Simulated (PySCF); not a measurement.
## C6H16Cl2N2Sn: geometry relaxation (part 2 of 2)

The same run, continued: C6H16Cl2N2Sn (SnCl2(NHiPr)2), SMILES CC(C)[NH][Sn]([Cl])([Cl])[NH]C(C)C; PBE0-D3(BJ)/def2-SVP geometry optimisation, gas phase (PySCF 2.14.0). It belongs to a series of runs on one base structure; here: two ligands: Me to NHiPr.

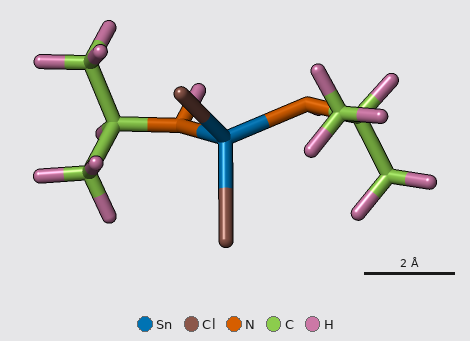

*The geometry at step 13 of the log (stick view, seen at a tilt).*

### Trajectory as extended XYZ, continued
```
27
Properties=species:S:1:pos:R:3:forces:R:3 step=9 energy=-40309.68187
Sn    0.0938    0.0010    0.2937    0.0188   0.0226  -0.0039
Cl   -0.0784   -0.3090    2.6216    0.0000  -0.0021   0.0092
Cl    2.4031    0.3212   -0.0462   -0.0036   0.0008   0.0090
N    -1.0235    1.5809   -0.2675   -0.0113  -0.0145  -0.0002
C    -0.6074    2.9658   -0.0606   -0.0032   0.0094  -0.0140
C     0.3142    3.4738   -1.1650    0.0059  -0.0007  -0.0034
C     0.0209    3.1375    1.3121    0.0150  -0.0073   0.0066
H    -1.3660    1.4366   -1.2165   -0.0019   0.0036  -0.0002
H    -1.5332    3.5735   -0.0796    0.0043   0.0015   0.0000
H     1.2577    2.9046   -1.1719    0.0010   0.0008   0.0050
H     0.5543    4.5397   -1.0269    0.0022  -0.0008   0.0002
H    -0.1575    3.3642   -2.1548    0.0038  -0.0010   0.0043
H     0.9869    2.6050    1.3726   -0.0131   0.0095  -0.0016
H     0.2272    4.1986    1.5134   -0.0020  -0.0011   0.0016
H    -0.6360    2.7529    2.1054   -0.0024  -0.0039  -0.0044
N    -0.5906   -1.5533   -0.7975   -0.0187   0.0021  -0.0226
C    -0.2057   -2.9434   -0.5639    0.0087  -0.0015   0.0030
C    -0.8855   -3.5637    0.6523   -0.0039  -0.0086   0.0187
C     1.3054   -3.0725   -0.4836    0.0129  -0.0105   0.0026
H    -1.6024   -1.4681   -0.8924    0.0031  -0.0025   0.0039
H    -0.5363   -3.5004   -1.4619    0.0030  -0.0042  -0.0013
H    -0.5740   -3.0490    1.5757   -0.0024  -0.0004  -0.0070
H    -0.6308   -4.6308    0.7511   -0.0037   0.0018  -0.0068
H    -1.9818   -3.4865    0.5779   -0.0025   0.0032  -0.0055
H     1.7021   -2.5755    0.4184   -0.0055  -0.0050   0.0031
H     1.6003   -4.1306   -0.4261   -0.0020   0.0098  -0.0032
H     1.7906   -2.6181   -1.3592   -0.0026  -0.0011   0.0067
27
Properties=species:S:1:pos:R:3:forces:R:3 step=10 energy=-40309.68402
Sn    0.1079    0.0024    0.2904    0.0082   0.0082  -0.0089
Cl   -0.0564   -0.3264    2.6163    0.0043  -0.0016   0.0085
Cl    2.4144    0.3293   -0.0587   -0.0007   0.0040   0.0118
N    -1.0222    1.5789   -0.2546   -0.0047  -0.0150  -0.0072
C    -0.6057    2.9642   -0.0520    0.0002   0.0178   0.0024
C     0.2944    3.4780   -1.1712    0.0018  -0.0021  -0.0016
C     0.0477    3.1308    1.3099    0.0256  -0.0106   0.0046
H    -1.3772    1.4336   -1.1988   -0.0016   0.0120  -0.0012
H    -1.5325    3.5707   -0.0508    0.0032  -0.0024  -0.0035
H     1.2386    2.9106   -1.1980    0.0010   0.0005   0.0040
H     0.5351    4.5439   -1.0342    0.0031  -0.0002   0.0036
H    -0.1960    3.3716   -2.1521    0.0037  -0.0035  -0.0032
H     1.0179    2.6036    1.3476   -0.0189   0.0079  -0.0002
H     0.2530    4.1912    1.5162   -0.0083   0.0001  -0.0032
H    -0.5921    2.7362    2.1123   -0.0021   0.0001  -0.0028
N    -0.5668   -1.5478   -0.8120   -0.0260  -0.0068  -0.0231
C    -0.1959   -2.9401   -0.5703    0.0102  -0.0086  -0.0001
C    -0.9228   -3.5606    0.6182   -0.0178   0.0051   0.0177
C     1.3106   -3.0749   -0.4337    0.0004  -0.0035   0.0122
H    -1.5754   -1.4573   -0.9319    0.0041   0.0045   0.0061
H    -0.4950   -3.4933   -1.4818    0.0055  -0.0027   0.0034
H    -0.6428   -3.0487    1.5531    0.0032  -0.0029  -0.0014
H    -0.6789   -4.6293    0.7239    0.0011  -0.0003  -0.0075
H    -2.0153   -3.4761    0.5040    0.0008  -0.0009  -0.0077
H     1.6732   -2.5826    0.4853   -0.0022  -0.0038   0.0025
H     1.5996   -4.1339   -0.3680    0.0012   0.0002  -0.0035
H     1.8301   -2.6196   -1.2885    0.0049   0.0045  -0.0017
27
Properties=species:S:1:pos:R:3:forces:R:3 step=11 energy=-40309.68605
Sn    0.1209    0.0038    0.2857   -0.0087  -0.0126  -0.0150
Cl   -0.0364   -0.3414    2.6099    0.0056  -0.0004   0.0063
Cl    2.4257    0.3345   -0.0676    0.0029   0.0078   0.0104
N    -1.0188    1.5782   -0.2468    0.0046  -0.0100  -0.0093
C    -0.6001    2.9635   -0.0478    0.0034   0.0172   0.0149
C     0.2875    3.4789   -1.1762   -0.0002  -0.0020   0.0015
C     0.0688    3.1263    1.3071    0.0218  -0.0091   0.0007
H    -1.3833    1.4326   -1.1875   -0.0002   0.0154  -0.0018
H    -1.5266    3.5704   -0.0343    0.0010  -0.0049  -0.0070
H     1.2316    2.9118   -1.2134    0.0010   0.0002   0.0017
H     0.5294    4.5447   -1.0407    0.0034   0.0004   0.0048
H    -0.2134    3.3735   -2.1517    0.0031  -0.0041  -0.0074
H     1.0419    2.6038    1.3297   -0.0151   0.0026   0.0017
H     0.2719    4.1862    1.5180   -0.0107   0.0014  -0.0058
H    -0.5598    2.7233    2.1142   -0.0012   0.0042  -0.0010
N    -0.5479   -1.5431   -0.8253   -0.0238  -0.0099  -0.0132
C    -0.1901   -2.9372   -0.5747    0.0072  -0.0087  -0.0004
C    -0.9608   -3.5571    0.5866   -0.0210   0.0172   0.0049
C     1.3102   -3.0766   -0.3847   -0.0109   0.0020   0.0166
H    -1.5535   -1.4471   -0.9643    0.0034   0.0093   0.0057
H    -0.4585   -3.4882   -1.4972    0.0064  -0.0011   0.0058
H    -0.7102   -3.0486    1.5314    0.0059  -0.0042   0.0035
H    -0.7275   -4.6276    0.6972    0.0042  -0.0022  -0.0044
H    -2.0482   -3.4655    0.4343    0.0023  -0.0041  -0.0071
H     1.6390   -2.5909    0.5505    0.0009  -0.0025   0.0021
H     1.5942   -4.1363   -0.3146    0.0051  -0.0088  -0.0018
H     1.8613   -2.6177   -1.2172    0.0096   0.0070  -0.0063
27
Properties=species:S:1:pos:R:3:forces:R:3 step=12 energy=-40309.68876
Sn    0.1395    0.0051    0.2744   -0.0307  -0.0336  -0.0154
Cl   -0.0065   -0.3628    2.5965    0.0032   0.0029   0.0011
Cl    2.4429    0.3400   -0.0804    0.0070   0.0108   0.0049
N    -1.0097    1.5790   -0.2418    0.0212   0.0013  -0.0078
C    -0.5850    2.9634   -0.0470    0.0063   0.0082   0.0255
C     0.2948    3.4764   -1.1824   -0.0002   0.0000   0.0052
C     0.0966    3.1219    1.3025    0.0043  -0.0025  -0.0052
H    -1.3855    1.4351   -1.1783    0.0024   0.0146  -0.0028
H    -1.5093    3.5732   -0.0243   -0.0022  -0.0065  -0.0101
H     1.2379    2.9081   -1.2252    0.0005  -0.0003  -0.0020
H     0.5395    4.5420   -1.0498    0.0028   0.0008   0.0045
H    -0.2131    3.3704   -2.1542    0.0019  -0.0028  -0.0090
H     1.0727    2.6056    1.3117   -0.0033  -0.0068   0.0039
H     0.2947    4.1814    1.5195   -0.0083   0.0027  -0.0076
H    -0.5224    2.7089    2.1121   -0.0004   0.0083   0.0017
N    -0.5238   -1.5377   -0.8461   -0.0126  -0.0128   0.0073
C    -0.1862   -2.9339   -0.5787    0.0005  -0.0072  -0.0031
C    -1.0243   -3.5502    0.5373   -0.0162   0.0256  -0.0158
C     1.3003   -3.0792   -0.3039   -0.0187   0.0089   0.0149
H    -1.5244   -1.4320   -1.0106    0.0020   0.0103   0.0013
H    -0.4043   -3.4842   -1.5150    0.0050   0.0021   0.0054
H    -0.8203   -3.0462    1.4955    0.0046  -0.0043   0.0086
H    -0.8070   -4.6231    0.6555    0.0057  -0.0032   0.0030
H    -2.1007   -3.4484    0.3250    0.0018  -0.0067  -0.0028
H     1.5732   -2.6054    0.6554    0.0036   0.0011   0.0018
H     1.5781   -4.1399   -0.2291    0.0073  -0.0164   0.0014
H     1.8998   -2.6131   -1.0979    0.0126   0.0055  -0.0088
27
Properties=species:S:1:pos:R:3:forces:R:3 step=13 energy=-40309.69025
Sn    0.1495    0.0043    0.2627   -0.0404  -0.0407  -0.0089
Cl    0.0046   -0.3734    2.5841   -0.0031   0.0075  -0.0054
Cl    2.4546    0.3363   -0.0834    0.0045   0.0096  -0.0017
N    -0.9961    1.5832   -0.2493    0.0317   0.0091  -0.0067
C    -0.5627    2.9655   -0.0553    0.0046  -0.0031   0.0231
C     0.3293    3.4696   -1.1852    0.0022   0.0023   0.0061
C     0.1095    3.1226    1.2992   -0.0130   0.0048  -0.0066
H    -1.3734    1.4427   -1.1858    0.0045   0.0089  -0.0034
H    -1.4832    3.5810   -0.0416   -0.0045  -0.0062  -0.0082
H     1.2707    2.8977   -1.2164   -0.0002  -0.0015  -0.0035
H     0.5773    4.5348   -1.0550    0.0017   0.0002   0.0028
H    -0.1696    3.3608   -2.1614    0.0008   0.0003  -0.0053
H     1.0859    2.6080    1.3145    0.0066  -0.0126   0.0049
H     0.3030    4.1823    1.5191   -0.0004   0.0022  -0.0067
H    -0.5150    2.7073    2.1032   -0.0006   0.0091   0.0024
N    -0.5155   -1.5362   -0.8609    0.0039  -0.0032   0.0274
C    -0.1931   -2.9333   -0.5785   -0.0038  -0.0034  -0.0051
C    -1.0781   -3.5434    0.5042   -0.0021   0.0177  -0.0247
C     1.2806   -3.0820   -0.2426   -0.0152   0.0067   0.0076
H    -1.5130   -1.4219   -1.0379    0.0002   0.0054  -0.0056
H    -0.3743   -3.4862   -1.5210   -0.0002   0.0066   0.0007
H    -0.9066   -3.0419    1.4700    0.0002  -0.0014   0.0077
H    -0.8725   -4.6180    0.6287    0.0037  -0.0022   0.0088
H    -2.1445   -3.4347    0.2499   -0.0003  -0.0059   0.0004
H     1.5113   -2.6188    0.7329    0.0056   0.0041  -0.0006
H     1.5557   -4.1435   -0.1677    0.0046  -0.0141   0.0055
H     1.9133   -2.6085   -1.0062    0.0090   0.0001  -0.0050
27
Properties=species:S:1:pos:R:3:forces:R:3 step=14 energy=-40309.69018
Sn    0.1407    0.0025    0.2534   -0.0350  -0.0252   0.0068
Cl   -0.0266   -0.3602    2.5762   -0.0086   0.0085  -0.0148
Cl    2.4528    0.3168   -0.0648   -0.0016   0.0033  -0.0110
N    -0.9788    1.5936   -0.2788    0.0301   0.0093  -0.0071
C    -0.5330    2.9715   -0.0786   -0.0002  -0.0178   0.0100
C     0.4041    3.4568   -1.1800    0.0047   0.0060   0.0044
C     0.0934    3.1302    1.2974   -0.0275   0.0129  -0.0056
H    -1.3399    1.4579   -1.2225    0.0081   0.0003  -0.0016
H    -1.4458    3.5979   -0.1024   -0.0049  -0.0042  -0.0011
H     1.3407    2.8765   -1.1721   -0.0013  -0.0030  -0.0022
H     0.6571    4.5208   -1.0497    0.0012  -0.0009  -0.0003
H    -0.0597    3.3431   -2.1730    0.0001   0.0042   0.0029
H     1.0639    2.6075    1.3504    0.0128  -0.0134   0.0050
H     0.2863    4.1901    1.5169    0.0110   0.0005  -0.0029
H    -0.5622    2.7254    2.0817   -0.0019   0.0067   0.0013
N    -0.5366   -1.5389   -0.8628    0.0286   0.0078   0.0404
C    -0.2176   -2.9358   -0.5724   -0.0056   0.0058  -0.0038
C    -1.1069   -3.5378    0.5107    0.0117  -0.0061  -0.0168
C     1.2550   -3.0867   -0.2314   -0.0075   0.0008  -0.0133
H    -1.5357   -1.4196   -1.0271   -0.0019  -0.0065  -0.0150
H    -0.3967   -3.4938   -1.5121   -0.0065   0.0108  -0.0076
H    -0.9330   -3.0361    1.4761   -0.0073   0.0035   0.0014
H    -0.9053   -4.6131    0.6373   -0.0006   0.0006   0.0107
H    -2.1725   -3.4260    0.2548   -0.0030  -0.0025   0.0022
H     1.4818   -2.6323    0.7490    0.0081   0.0080   0.0000
H     1.5312   -4.1489   -0.1663   -0.0037  -0.0034   0.0123
H     1.8907   -2.6068   -0.9892    0.0009  -0.0059   0.0058
27
Properties=species:S:1:pos:R:3:forces:R:3 step=15 energy=-40309.69001
Sn    0.1312    0.0006    0.2413   -0.0139  -0.0003   0.0161
Cl   -0.0461   -0.3486    2.5649   -0.0108   0.0008  -0.0077
Cl    2.4459    0.3086   -0.0670    0.0009  -0.0052  -0.0124
N    -0.9698    1.6013   -0.2992    0.0177   0.0043  -0.0057
C    -0.5162    2.9752   -0.0890   -0.0035  -0.0197  -0.0004
C     0.4411    3.4549   -1.1753    0.0041   0.0101  -0.0002
C     0.0898    3.1287    1.2966   -0.0250   0.0144  -0.0051
H    -1.3223    1.4727   -1.2470    0.0072  -0.0040  -0.0014
H    -1.4240    3.6081   -0.1271   -0.0037  -0.0014   0.0039
H     1.3729    2.8674   -1.1550   -0.0007  -0.0023  -0.0002
H     0.7000    4.5168   -1.0390    0.0020  -0.0012  -0.0021
H    -0.0088    3.3466   -2.1754    0.0011   0.0051   0.0069
H     1.0540    2.5961    1.3664    0.0084  -0.0086   0.0029
H     0.2898    4.1873    1.5165    0.0136  -0.0009  -0.0004
H    -0.5819    2.7326    2.0716   -0.0037   0.0036  -0.0009
N    -0.5477   -1.5442   -0.8674    0.0261   0.0091   0.0315
C    -0.2308   -2.9396   -0.5678    0.0000   0.0089   0.0025
C    -1.1221   -3.5342    0.5174    0.0127  -0.0178  -0.0056
C     1.2408   -3.0901   -0.2222    0.0069  -0.0051  -0.0199
H    -1.5461   -1.4233   -1.0344   -0.0029  -0.0125  -0.0165
H    -0.4078   -3.5032   -1.5044   -0.0091   0.0087  -0.0108
H    -0.9500   -3.0261    1.4799   -0.0105   0.0056  -0.0030
H    -0.9194   -4.6084    0.6525   -0.0028   0.0037   0.0072
H    -2.1874   -3.4259    0.2590   -0.0046   0.0011   0.0016
H     1.4672   -2.6299    0.7556    0.0016   0.0064   0.0001
H     1.5154   -4.1526   -0.1499   -0.0064   0.0059   0.0122
H     1.8797   -2.6161   -0.9814   -0.0048  -0.0087   0.0075
27
Properties=species:S:1:pos:R:3:forces:R:3 step=16 energy=-40309.69014
Sn    0.1275   -0.0014    0.2356    0.0032   0.0131   0.0159
Cl   -0.0594   -0.3449    2.5586   -0.0066  -0.0018  -0.0008
Cl    2.4438    0.2998   -0.0709   -0.0031  -0.0046  -0.0067
N    -0.9633    1.6044   -0.3085    0.0083  -0.0014  -0.0109
C    -0.5084    2.9768   -0.0926   -0.0060  -0.0074  -0.0035
C     0.4543    3.4585   -1.1732    0.0007   0.0061  -0.0018
C     0.0907    3.1273    1.2960   -0.0079   0.0062   0.0008
H    -1.3117    1.4788   -1.2582    0.0052  -0.0022  -0.0021
H    -1.4151    3.6113   -0.1336   -0.0025  -0.0029   0.0038
H     1.3849    2.8691   -1.1517    0.0005  -0.0026   0.0012
H     0.7146    4.5194   -1.0323    0.0024  -0.0014  -0.0003
H     0.0078    3.3549   -2.1753    0.0021   0.0034   0.0050
H     1.0523    2.5900    1.3711   -0.0019  -0.0034   0.0015
H     0.2950    4.1849    1.5169    0.0106  -0.0019  -0.0008
H    -0.5866    2.7344    2.0678   -0.0039   0.0026  -0.0019
N    -0.5499   -1.5477   -0.8706    0.0093   0.0120   0.0172
C    -0.2362   -2.9423   -0.5656    0.0036   0.0000   0.0047
C    -1.1294   -3.5308    0.5213    0.0067  -0.0168   0.0051
C     1.2346   -3.0946   -0.2177    0.0115  -0.0096  -0.0135
H    -1.5473   -1.4266   -1.0437    0.0020  -0.0086  -0.0139
H    -0.4135   -3.5087   -1.5005   -0.0080   0.0069  -0.0072
H    -0.9586   -3.0173    1.4812   -0.0093   0.0049  -0.0050
H    -0.9278   -4.6042    0.6638   -0.0014   0.0032   0.0020
H    -2.1945   -3.4233    0.2615   -0.0034   0.0016  -0.0017
H     1.4621   -2.6278    0.7568   -0.0021   0.0047  -0.0003
H     1.5054   -4.1575   -0.1366   -0.0053   0.0078   0.0095
H     1.8760   -2.6282   -0.9794   -0.0049  -0.0079   0.0036
27
Properties=species:S:1:pos:R:3:forces:R:3 step=17 energy=-40309.69030
Sn    0.1272   -0.0014    0.2334    0.0059   0.0122   0.0145
Cl   -0.0659   -0.3436    2.5560   -0.0029  -0.0012   0.0010
Cl    2.4442    0.2949   -0.0728   -0.0031  -0.0024  -0.0025
N    -0.9596    1.6059   -0.3134    0.0030  -0.0049  -0.0134
C    -0.5046    2.9776   -0.0948   -0.0046   0.0002   0.0005
C     0.4609    3.4604   -1.1725    0.0002   0.0040  -0.0003
C     0.0913    3.1259    1.2954   -0.0006   0.0020   0.0015
H    -1.3057    1.4808   -1.2638    0.0050   0.0001  -0.0022
H    -1.4108    3.6128   -0.1368   -0.0019  -0.0043   0.0027
H     1.3907    2.8699   -1.1503    0.0004  -0.0019   0.0010
H     0.7218    4.5208   -1.0292    0.0031  -0.0007   0.0009
H     0.0161    3.3592   -2.1755    0.0019   0.0018   0.0017
H     1.0516    2.5861    1.3725   -0.0057  -0.0021   0.0011
H     0.2983    4.1826    1.5179    0.0071  -0.0014  -0.0023
H    -0.5887    2.7339    2.0653   -0.0034   0.0032  -0.0018
N    -0.5493   -1.5484   -0.8719    0.0027   0.0060   0.0115
C    -0.2386   -2.9430   -0.5642    0.0011  -0.0054   0.0036
C    -1.1344   -3.5278    0.5227    0.0022  -0.0100   0.0045
C     1.2314   -3.0978   -0.2145    0.0067  -0.0070  -0.0056
H    -1.5460   -1.4273   -1.0488    0.0025  -0.0024  -0.0128
H    -0.4163   -3.5104   -1.4985   -0.0062   0.0067  -0.0041
H    -0.9648   -3.0117    1.4814   -0.0068   0.0038  -0.0032
H    -0.9349   -4.6011    0.6688    0.0003   0.0016   0.0002
H    -2.1990   -3.4190    0.2611   -0.0017   0.0000  -0.0031
H     1.4589   -2.6279    0.7586   -0.0013   0.0041  -0.0010
H     1.4991   -4.1610   -0.1287   -0.0029   0.0033   0.0082
H     1.8746   -2.6359   -0.9770   -0.0010  -0.0054  -0.0004
```

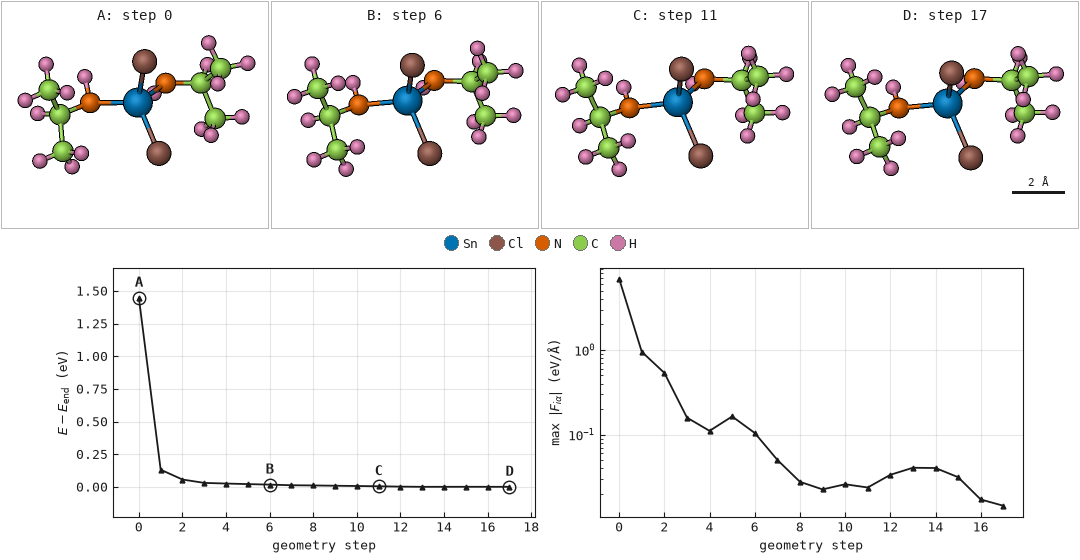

*Frames of the relaxation (ball-and-stick view, seen at a tilt) above the curves, on which the letters mark them (steps are counted from 0).*

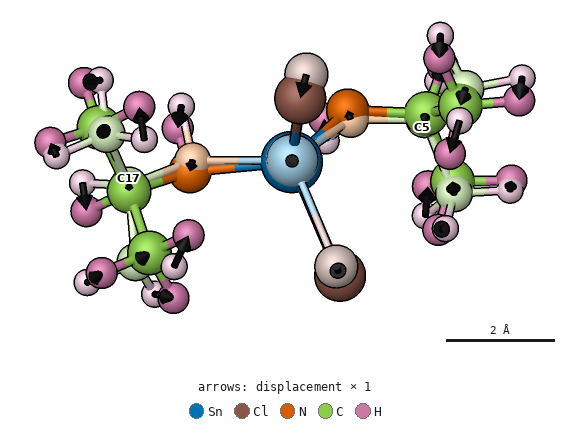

*Start (faint) and end (solid) with the displacements as black arrows, at true length (ball-and-stick view, seen at a tilt). The two geometries are laid on each other by the best rigid fit.*

After 17 geometry steps the energy has fallen by 1.447 eV. Largest force component: 6.9 eV/Å at the start, 0.015 eV/Å at the end. The largest moves after the best rigid fit, 0.77 Å, are those of H26 and H27. Largest moves by element: H 0.77 Å, C 0.56 Å, Cl 0.51 Å, Sn 0.29 Å, N 0.23 Å. Among the contacts that change: C7–H13 0.968 → 1.104 Å, Sn1–N4 2.150 → 2.016 Å, Sn1–Cl3 2.255 → 2.356 Å, C19–H26 1.018 → 1.100 Å. Among the angles that change: N4–Sn1–N16 96.7° → 106.4°, Sn1–N4–C5 129.6° → 122.7°, H22–C18–H24 114.9° → 108.0°. (Atoms are counted from 1 in the order of the input.)

### Summary

```csv
quantity,value
outcome,converged
total energy,−1481.353808 hartree
dipole moment,3.00 D
point group,C1
wall time,20 min (CPU time 42 min)
peak memory,1.8 GiB
```
